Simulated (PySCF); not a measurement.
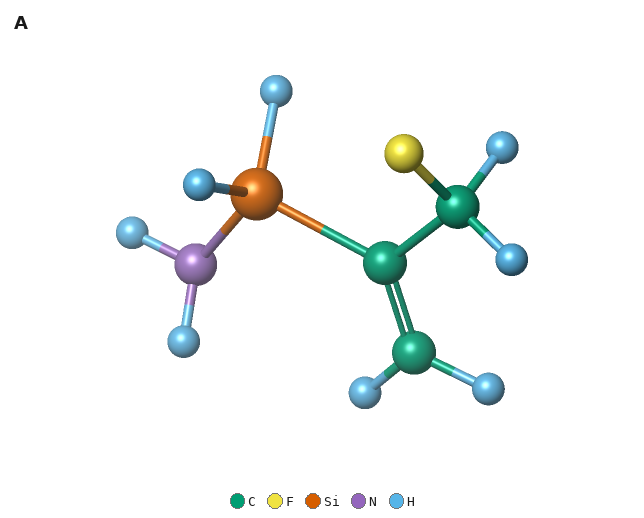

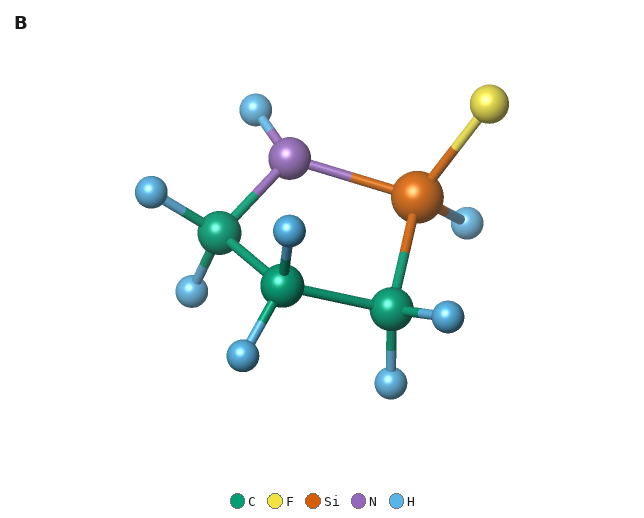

2 stationary structures of one formula. Geometries: GFN2-xTB. Electronic energies: PBE0/def2-SVPD (PySCF 2.14.0), without zero-point energy. No frequency run is at hand to confirm each as a minimum. Each is one conformer, not always the lowest.

> Which is lowest in energy, and by how much?

B is lowest; A lies 64.8 kcal/mol above it. A is `C=C(CF)[SiH2]N`, B is `F[Si@H]1CCCN1`.

The geometry is semi-empirical. Around Si such bond lengths and angles can be off by a tenth of an ångström or more and by several degrees, and values that hang on the shape move with them.
